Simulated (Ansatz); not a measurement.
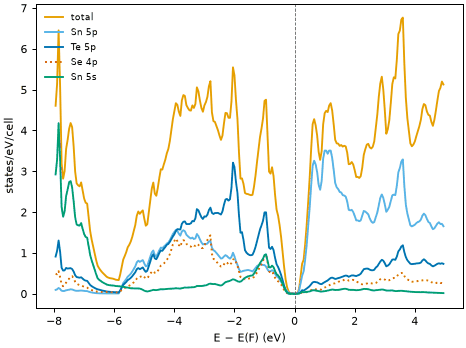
Figure. Total and projected density of states of Sn$_{3}$Te$_{2}$Se in space group P-3m1 (No. 164; Sn on 1b, Sn on 2d, Te on 2d, Se on 1a), DFT-LDA in the program Ansatz with PAW potentials

### Question
Which orbitals carry the states next to the Fermi level?

### Answer
Within 0.5 eV of the Fermi level: Sn 5p 54 %, Te 5p 16 %, Sn 5s 10 %, Se 4p 7 %, Te 5s 6 %. Projections are on Löwdin-orthogonalised atomic valence shells; empty p or d shells of many metals are not among them.

The first step of the workflow began from a Materials Project structure, measured or hypothetical; the Crystallography Open Database copy checked does not list it. Whether it is the stable phase at ambient conditions was not checked. The LDA relaxation kept the symmetry of its start; of distortions, only those at the zone centre were tested. Spin–orbit coupling is left out wherever it is not named.

Potentials: the later of the program's two PAW sets.
